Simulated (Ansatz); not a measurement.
# Geometry relaxation of C$_{2}$H$_{7}$AlO$_{3}$ (part 2 of 2)

Continued. System: C$_{2}$H$_{7}$AlO$_{3}$, SMILES C[O][Al]([OH])[O]C. Method: RKS PBE-D4/def2-SVP (Ansatz 0.2.0). The geometry: force-field start.

Geometry of the input (Å):
```
C  0.6009  -1.0357  1.7935
O  1.4127  -1.1519  0.6857
Al 1.0015  0.1343  -0.6117
O  1.9361  1.7787  -0.5378
O  -0.1989  -0.2355  -1.9507
C  -1.4804  0.1821  -1.5120
H  0.8317  -1.7552  2.5467
H  -0.4693  -1.1355  1.4789
H  0.6858  0.0238  2.3006
H  1.2681  2.3244  0.0524
H  -1.8170  -0.4127  -0.5976
H  -2.1820  -0.0382  -2.3096
H  -1.5688  1.2867  -1.3236
```

## Trajectory as extended XYZ, continued
```
13
Properties=species:S:1:pos:R:3:forces:R:3 step=6 energy=-14907.84031
C     0.6053   -1.0910    2.0000   -0.0285  -0.0129   0.0441
O     1.1090   -0.7418    0.7477   -0.0200   0.0849   0.0700
Al    0.9410    0.3880   -0.5144    0.0238   0.0537   0.0145
O     2.0539    1.6776   -0.7125   -0.0590   0.7342   0.4927
O    -0.2558    0.1757   -1.7169   -0.1399   0.0769   0.0197
C    -1.6584    0.1707   -1.6947    0.0293   0.0049   0.0014
H     1.1864   -1.9339    2.4393    0.0122   0.0175  -0.0418
H    -0.4610   -1.4217    1.9549    0.0178  -0.0004   0.0026
H     0.6572   -0.2461    2.7309    0.0045  -0.0570  -0.0124
H     2.0665    2.4705   -0.1230    0.0859  -0.8223  -0.5388
H    -2.0858   -0.4588   -0.8746    0.0268   0.0114  -0.0331
H    -2.0655   -0.2269   -2.6520    0.0543   0.0000   0.0075
H    -2.0724    1.2032   -1.5699   -0.0071  -0.0908  -0.0265
13
Properties=species:S:1:pos:R:3:forces:R:3 step=7 energy=-14907.91177
C     0.5836   -1.0858    2.0127   -0.0238   0.0064  -0.0016
O     1.0617   -0.6259    0.7888   -0.0267   0.0922   0.0866
Al    0.9223    0.4653   -0.5046    0.0514   0.0083   0.0242
O     2.1027    1.6797   -0.7651   -0.0238   0.4079   0.2443
O    -0.2878    0.3032   -1.6985   -0.1575   0.0699   0.0357
C    -1.6822    0.1532   -1.6962    0.0720   0.0055   0.0149
H     1.1973   -1.9404    2.3797    0.0011   0.0168  -0.0298
H    -0.4727   -1.4445    1.9538    0.0167   0.0031   0.0013
H     0.6206   -0.2965    2.8042    0.0002  -0.0548  -0.0346
H     2.2582    2.4155   -0.1390    0.0229  -0.4781  -0.2924
H    -2.0548   -0.5263   -0.8899    0.0227   0.0150  -0.0320
H    -2.0305   -0.2697   -2.6656    0.0308   0.0009   0.0072
H    -2.1980    1.1376   -1.5655    0.0140  -0.0931  -0.0237
13
Properties=species:S:1:pos:R:3:forces:R:3 step=8 energy=-14907.98242
C     0.5536   -1.0759    2.0096    0.0002   0.0312   0.0094
O     1.0401   -0.4731    0.8545   -0.0025   0.0629   0.0916
Al    0.9146    0.5450   -0.4930    0.0267  -0.0247  -0.0019
O     2.1391    1.6928   -0.8384   -0.0196   0.2858   0.1951
O    -0.3242    0.4183   -1.6583   -0.1240   0.0201   0.0325
C    -1.6946    0.1311   -1.6783    0.0429   0.0465  -0.0010
H     1.1918   -1.9426    2.3033   -0.0180   0.0428  -0.0366
H    -0.4891   -1.4611    1.8980    0.0246   0.0210  -0.0232
H     0.5540   -0.3653    2.8731   -0.0145  -0.0703  -0.0385
H     2.4385    2.3333   -0.1660    0.0123  -0.3349  -0.2135
H    -2.0157   -0.5816   -0.8793    0.0247   0.0116  -0.0185
H    -1.9865   -0.3187   -2.6550    0.0320   0.0030   0.0191
H    -2.3010    1.0631   -1.5554    0.0153  -0.0951  -0.0146
13
Properties=species:S:1:pos:R:3:forces:R:3 step=9 energy=-14908.04853
C     0.5357   -1.0491    1.9869    0.0133   0.0286   0.0306
O     1.0782   -0.3197    0.9314   -0.0108  -0.0332   0.1829
Al    0.9103    0.6046   -0.4757   -0.0093   0.0435  -0.1098
O     2.1459    1.7223   -0.8810    0.0429   0.2818   0.2692
O    -0.3638    0.4713   -1.5999   -0.0222   0.0067   0.0651
C    -1.7116    0.1035   -1.6528    0.0070   0.0601  -0.0332
H     1.1766   -1.9316    2.2280   -0.0472   0.0704  -0.0291
H    -0.4923   -1.4363    1.7803    0.0498   0.0378  -0.0181
H     0.4772   -0.4253    2.9144   -0.0171  -0.0970  -0.0811
H     2.6010    2.2168   -0.1706   -0.0910  -0.3226  -0.3050
H    -2.0086   -0.6332   -0.8669    0.0231   0.0129  -0.0107
H    -1.9525   -0.3551   -2.6407    0.0224   0.0155   0.0502
H    -2.3757    0.9971   -1.5386    0.0391  -0.1045  -0.0111
13
Properties=species:S:1:pos:R:3:forces:R:3 step=10 energy=-14908.08479
C     0.5016   -1.0327    1.9481   -0.0029  -0.0098   0.0572
O     1.1034   -0.2552    0.9621    0.0381   0.0559   0.0577
Al    0.9212    0.6470   -0.4637    0.0009   0.0041  -0.0482
O     2.1506    1.7554   -0.9031   -0.0132   0.1424   0.1261
O    -0.3739    0.5147   -1.5596    0.0180   0.0288   0.0211
C    -1.6992    0.0795   -1.6069   -0.0330   0.0236  -0.0308
H     1.1204   -1.9342    2.1720   -0.0387   0.0376  -0.0204
H    -0.5189   -1.3921    1.6716    0.0175   0.0086  -0.0052
H     0.4053   -0.4605    2.9033   -0.0172  -0.0579  -0.0503
H     2.6915    2.1676   -0.2073   -0.0038  -0.1642  -0.1397
H    -1.9511   -0.6697   -0.8182   -0.0103  -0.0077  -0.0089
H    -1.9225   -0.3900   -2.5934    0.0196  -0.0023   0.0396
H    -2.4079    0.9356   -1.4899    0.0252  -0.0591   0.0019
13
Properties=species:S:1:pos:R:3:forces:R:3 step=11 energy=-14908.09496
C     0.4872   -1.0267    1.9306    0.0014  -0.0272   0.0724
O     1.1117   -0.2349    0.9705    0.0512   0.0736   0.0264
Al    0.9273    0.6617   -0.4600   -0.0017   0.0007  -0.0376
O     2.1543    1.7681   -0.9084   -0.0723   0.0798   0.0385
O    -0.3761    0.5288   -1.5448    0.0291   0.0314   0.0131
C    -1.6930    0.0701   -1.5868   -0.0459   0.0189  -0.0414
H     1.0977   -1.9345    2.1503   -0.0356   0.0278  -0.0154
H    -0.5294   -1.3763    1.6302    0.0049   0.0043  -0.0133
H     0.3758   -0.4708    2.8928   -0.0179  -0.0462  -0.0299
H     2.7222    2.1525   -0.2221    0.0638  -0.0978  -0.0477
H    -1.9304   -0.6819   -0.7966   -0.0065  -0.0123  -0.0022
H    -1.9111   -0.4043   -2.5719    0.0144  -0.0072   0.0329
H    -2.4158    0.9136   -1.4691    0.0152  -0.0460   0.0043
13
Properties=species:S:1:pos:R:3:forces:R:3 step=12 energy=-14908.11174
C     0.4635   -1.0158    1.9031   -0.0031  -0.0496   0.0693
O     1.1227   -0.1934    0.9921    0.0607   0.0841  -0.0053
Al    0.9336    0.6902   -0.4488   -0.0095  -0.0072  -0.0191
O     2.1560    1.7921   -0.9133   -0.2158  -0.0210  -0.1526
O    -0.3815    0.5542   -1.5181    0.0381   0.0333   0.0043
C    -1.6831    0.0546   -1.5548   -0.0552   0.0029  -0.0398
H     1.0618   -1.9341    2.1102   -0.0279   0.0147  -0.0147
H    -0.5449   -1.3481    1.5597   -0.0036  -0.0035  -0.0171
H     0.3240   -0.4945    2.8792   -0.0175  -0.0197   0.0030
H     2.7848    2.1166   -0.2577    0.2233   0.0141   0.1431
H    -1.8950   -0.7038   -0.7636   -0.0043  -0.0145   0.0019
H    -1.8905   -0.4270   -2.5382    0.0134  -0.0126   0.0189
H    -2.4310    0.8742   -1.4350    0.0013  -0.0210   0.0082
13
Properties=species:S:1:pos:R:3:forces:R:3 step=13 energy=-14908.09906 accepted=F
C     0.4496   -0.9974    1.8840    0.0180   0.0394  -0.0134
O     1.1381   -0.1099    1.0455   -0.0777  -0.0988   0.0621
Al    0.9222    0.7333   -0.4231   -0.0658   0.0050   0.0706
O     2.1147    1.8600   -0.8993    1.4231   0.2893   0.8867
O    -0.4049    0.5929   -1.4775   -0.0325  -0.0526   0.0247
C    -1.6859    0.0370   -1.5353    0.0270   0.0125   0.0043
H     1.0407   -1.9268    2.0569    0.0341   0.0382  -0.0111
H    -0.5413   -1.3194    1.4837   -0.0033   0.0384  -0.0226
H     0.2659   -0.5366    2.8842    0.0139  -0.0216  -0.0534
H     2.9239    1.9965   -0.3153   -1.3545  -0.2585  -0.9491
H    -1.8786   -0.7323   -0.7497    0.0136  -0.0019   0.0176
H    -1.8570   -0.4570   -2.5199    0.0094   0.0370   0.0105
H    -2.4669    0.8251   -1.4194   -0.0051  -0.0264  -0.0270
13
Properties=species:S:1:pos:R:3:forces:R:3 step=14 energy=-14908.12611
C     0.4581   -1.0080    1.8956    0.0008  -0.0242   0.0382
O     1.1260   -0.1584    1.0130    0.0313   0.0523   0.0096
Al    0.9239    0.7177   -0.4330   -0.0107  -0.0113  -0.0178
O     2.1404    1.8222   -0.9069   -0.0884   0.0123  -0.0438
O    -0.3961    0.5792   -1.4952    0.0141   0.0216   0.0126
C    -1.6851    0.0477   -1.5467   -0.0330   0.0052  -0.0305
H     1.0597   -1.9264    2.0902   -0.0198   0.0107  -0.0104
H    -0.5422   -1.3399    1.5283    0.0046   0.0015  -0.0109
H     0.2988   -0.5102    2.8810   -0.0118  -0.0186  -0.0061
H     2.8470    2.0486   -0.2856    0.1014  -0.0169   0.0381
H    -1.8865   -0.7193   -0.7609   -0.0004  -0.0051   0.0021
H    -1.8698   -0.4360   -2.5335    0.0098  -0.0080   0.0119
H    -2.4539    0.8482   -1.4315    0.0021  -0.0195   0.0069
13
Properties=species:S:1:pos:R:3:forces:R:3 step=15 energy=-14908.13056
C     0.4452   -1.0004    1.8794    0.0056  -0.0317   0.0051
O     1.1336   -0.1348    1.0232   -0.0132  -0.0318   0.1091
Al    0.9312    0.7300   -0.4300   -0.0183   0.0327  -0.0103
O     2.1427    1.8385   -0.9070   -0.0942  -0.0129  -0.0652
O    -0.3985    0.5933   -1.4795   -0.0262  -0.0033   0.0011
C    -1.6791    0.0392   -1.5275   -0.0258   0.0097  -0.0352
H     1.0385   -1.9257    2.0690   -0.0091   0.0265  -0.0264
H    -0.5491   -1.3232    1.4868    0.0210   0.0131  -0.0112
H     0.2656   -0.5259    2.8732    0.0113   0.0161  -0.0392
H     2.8778    2.0274   -0.3072    0.1099  -0.0025   0.0538
H    -1.8682   -0.7299   -0.7403    0.0148   0.0030   0.0000
H    -1.8576   -0.4495   -2.5131    0.0122  -0.0039   0.0135
H    -2.4616    0.8263   -1.4122    0.0119  -0.0148   0.0050
13
Properties=species:S:1:pos:R:3:forces:R:3 step=16 energy=-14908.12349 accepted=F
C     0.4298   -0.9935    1.8624    0.0073   0.1266  -0.0165
O     1.1287   -0.0775    1.0631   -0.0608  -0.0570   0.0687
Al    0.9009    0.8005   -0.3824    0.1084  -0.0984  -0.0888
O     2.1381    1.8627   -0.9016    0.7301   0.0891   0.4722
O    -0.4221    0.6387   -1.4374   -0.1022  -0.0014   0.0056
C    -1.6772    0.0262   -1.5104    0.0269   0.0492   0.0392
H     1.0311   -1.9190    2.0215   -0.0140   0.0324  -0.0017
H    -0.5516   -1.3059    1.4287    0.0458   0.0062   0.0288
H     0.2246   -0.5528    2.8675   -0.0086  -0.0801  -0.0356
H     2.9688    1.9313   -0.3699   -0.7662  -0.0611  -0.4592
H    -1.8407   -0.7502   -0.7241   -0.0060   0.0114  -0.0157
H    -1.8147   -0.4739   -2.4974    0.0184   0.0319   0.0231
H    -2.4954    0.7787   -1.4052    0.0209  -0.0489  -0.0200
13
Properties=species:S:1:pos:R:3:forces:R:3 step=17 energy=-14908.13552
C     0.4386   -0.9950    1.8730    0.0002   0.0007  -0.0031
O     1.1288   -0.0969    1.0521   -0.0063  -0.0074   0.0308
Al    0.9217    0.7565   -0.4101   -0.0018   0.0086  -0.0036
O     2.1448    1.8431   -0.9079   -0.0066  -0.0002  -0.0021
O    -0.4159    0.6233   -1.4500   -0.0126   0.0017   0.0068
C    -1.6802    0.0348   -1.5192    0.0008   0.0032  -0.0059
H     1.0393   -1.9185    2.0425   -0.0004   0.0053  -0.0080
H    -0.5464   -1.3154    1.4572    0.0052   0.0034  -0.0035
H     0.2419   -0.5474    2.8751    0.0013  -0.0002  -0.0095
H     2.9203    1.9790   -0.3420    0.0105  -0.0079  -0.0044
H    -1.8584   -0.7402   -0.7355    0.0029  -0.0002   0.0006
H    -1.8294   -0.4578   -2.5074    0.0048  -0.0014   0.0023
H    -2.4848    0.7998   -1.4131    0.0019  -0.0055  -0.0006
13
Properties=species:S:1:pos:R:3:forces:R:3 step=18 energy=-14908.13634
C     0.4311   -0.9892    1.8656    0.0003   0.0153  -0.0075
O     1.1236   -0.0634    1.0757   -0.0272  -0.0234   0.0333
Al    0.9137    0.7833   -0.3918    0.0241  -0.0138  -0.0122
O     2.1495    1.8456   -0.9113    0.1231   0.0120   0.0836
O    -0.4308    0.6516   -1.4226   -0.0395  -0.0070   0.0082
C    -1.6788    0.0302   -1.5090    0.0130   0.0142  -0.0053
H     1.0366   -1.9127    2.0162    0.0053   0.0049  -0.0037
H    -0.5468   -1.3062    1.4303    0.0070   0.0084   0.0016
H     0.2197   -0.5705    2.8775    0.0071   0.0000  -0.0227
H     2.9562    1.9386   -0.3754   -0.1350  -0.0120  -0.0819
H    -1.8474   -0.7498   -0.7280    0.0051   0.0049   0.0017
H    -1.8015   -0.4663   -2.4992    0.0038   0.0059   0.0072
H    -2.5047    0.7739   -1.4134    0.0130  -0.0094  -0.0024
13
Properties=species:S:1:pos:R:3:forces:R:3 step=19 energy=-14908.13668
C     0.4303   -0.9901    1.8649    0.0022   0.0142  -0.0052
O     1.1239   -0.0684    1.0725   -0.0055  -0.0080   0.0079
Al    0.9182    0.7755   -0.3970    0.0032   0.0086  -0.0003
O     2.1497    1.8451   -0.9113    0.0629  -0.0004   0.0405
O    -0.4287    0.6485   -1.4254   -0.0170  -0.0001   0.0039
C    -1.6783    0.0307   -1.5080    0.0139   0.0023  -0.0017
H     1.0358   -1.9131    2.0188   -0.0045   0.0008   0.0020
H    -0.5477   -1.3066    1.4299    0.0050   0.0003   0.0051
H     0.2195   -0.5655    2.8741    0.0020  -0.0094  -0.0109
H     2.9496    1.9468   -0.3699   -0.0648  -0.0060  -0.0422
H    -1.8457   -0.7483   -0.7258   -0.0028   0.0019  -0.0013
H    -1.8046   -0.4658   -2.4976   -0.0018   0.0017   0.0047
H    -2.5016    0.7765   -1.4102    0.0073  -0.0059  -0.0024
13
Properties=species:S:1:pos:R:3:forces:R:3 step=20 energy=-14908.13691
C     0.4297   -0.9905    1.8634   -0.0015   0.0004   0.0000
O     1.1240   -0.0664    1.0749    0.0004  -0.0013  -0.0004
Al    0.9176    0.7788   -0.3938   -0.0001   0.0015  -0.0014
O     2.1524    1.8406   -0.9148    0.0015  -0.0001   0.0005
O    -0.4341    0.6587   -1.4164   -0.0013   0.0010   0.0020
C    -1.6776    0.0309   -1.5062   -0.0011  -0.0004  -0.0004
H     1.0321   -1.9165    2.0110   -0.0004   0.0003  -0.0011
H    -0.5505   -1.3015    1.4299    0.0010   0.0009   0.0006
H     0.2229   -0.5718    2.8755    0.0000  -0.0008   0.0001
H     2.9502    1.9482   -0.3742    0.0002  -0.0001  -0.0003
H    -1.8474   -0.7432   -0.7198   -0.0003   0.0003   0.0001
H    -1.7924   -0.4735   -2.4932    0.0016  -0.0011   0.0009
H    -2.5066    0.7716   -1.4215    0.0000  -0.0005  -0.0006
```

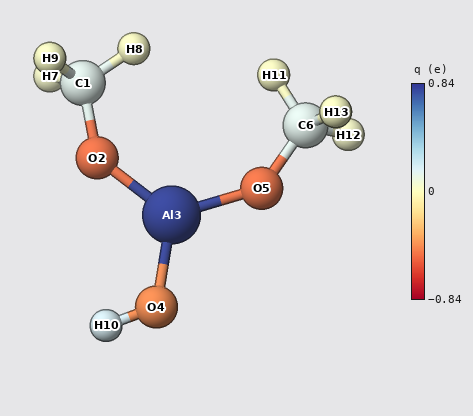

Figure 1. Mulliken charges, as the colour of each atom (ball-and-stick view, seen at a tilt; atoms are numbered from 1 in the order of the input; Mulliken charges depend strongly on the basis). By element: C +0.14, O −0.49 to −0.41, Al +0.80 and H +0.01 to +0.19 e.
